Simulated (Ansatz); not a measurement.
**Fields on a plane of RbCaH3 (cubic perovskite)**

```
CELL_PARAMETERS angstrom
      4.39833     0.00000     0.00000
      0.00000     4.39833     0.00000
      0.00000     0.00000     4.39833
ATOMIC_POSITIONS crystal
  Rb 0.00000 0.00000 0.00000
  Ca 0.50000 0.50000 0.50000
  H  0.50000 0.00000 0.50000
  H  0.00000 0.50000 0.50000
  H  0.50000 0.50000 0.00000
```

The slice is a {210} plane (indices of the conventional cell) through the point (0.000, 0.000, 0.000) (fractional), spanned by u = [100] and v = [021] in vectors of this cell: u (4.40 Å) and v (9.83 Å, at 90° to u). It covers one period; positions are fractions (u, v).

Atoms on it: Rb at (0.00, 0.00); H at (0.50, 0.50). Other atoms lie within 1 Å of the plane.

Calculation: LDA (plane waves to 420 eV, PAW, scalar-relativistic; Ansatz, a quantum-chemistry and plane-wave program). k mesh 8×8×8. Inside the PAW spheres the values are not all-electron values, and peaks at nuclei hang on which shells count as valence. RbCaH3 was relaxed with its symmetry unable to fall.

```
|xxxxxx227788887722xxxx|
|xx00005588999988550000|
|2233557788999988775533|
|7777888888888888888877|
|9999887766555566778899|
|9999886633000033668899|
|9999885500000000558899|
|9999885511000011558899|
|9999886644333344668899|
|9999888877xxxx77888899|
|88999999xxxxxxxx999999|
|88999999xxxxxxxx999999|
|88999999xxxxxxxx999999|
|9999888877xxxx77888899|
|9999886644333344668899|
|9999885511000011558899|
|9999885500000000558899|
|9999886633000033668899|
|9999887766555566778899|
|7777888888888888888877|
|2233557788999988775533|
|xx00005588999988550000|
|xxxxxx227788887722xxxx|
|xxxxxx117788887711xxxx|
```
Scale: ten equal steps from -2.00 (start of '0') to 6.62 (end of '9'), in the order '0123456789'. Values: electrostatic potential energy of an electron, from the cell's mean, in eV. The map has 11 points along u (two characters each, u = 0 at the left) and 24 along v (v = 0 in the bottom row). Points within 0.9 Å of a nucleus are blanked (x), as the pseudised field means little there. Values under -2 eV are set to -2. The zero, the cell's mean, hangs on the PAW cores.

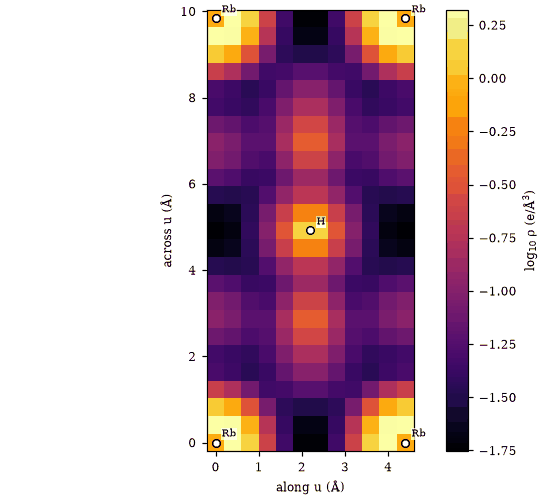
Fig. 1. Log₁₀ of the valence density in e/Å³, one period of the plane, atoms marked. The scale is logarithmic, as a density can span decades between atoms and voids.
